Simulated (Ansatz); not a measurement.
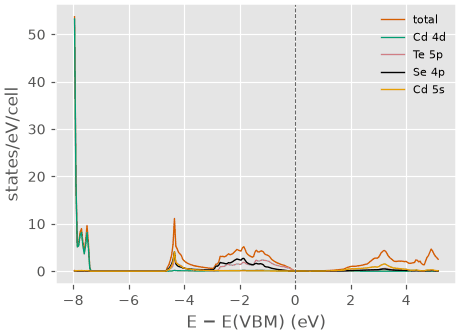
*Total and projected density of states of Cd$_{2}$TeSe in space group R3m (No. 160; Cd on 3a, Cd on 3a, Te on 3a, Se on 3a), the program Ansatz at the PBEsol level (PAW)*

### Question
Which orbitals carry the states next to the gap?

### Answer
Top 1 eV of the valence band: Te 5p 69 %, Se 4p 22 %. Bottom 1 eV of the conduction band: Cd 5s 52 %, Se 4p 17 %, Te 5p 13 %, Se 4s 9 %. Projections are on Löwdin-orthogonalised atomic valence shells; empty p or d shells of many metals are not among them.

The workflow started from a Materials Project entry (that database holds measured and hypothetical structures alike); the Crystallography Open Database copy checked does not list it. Whether it is the stable phase at ambient conditions was not checked. The cell was relaxed with PBEsol under the symmetry of its start; of distortions, only those at the zone centre were tested. Scalar-relativistic: spin–orbit coupling is off unless named, which matters more the heavier the elements.

Potentials: the later of the program's two PAW sets.
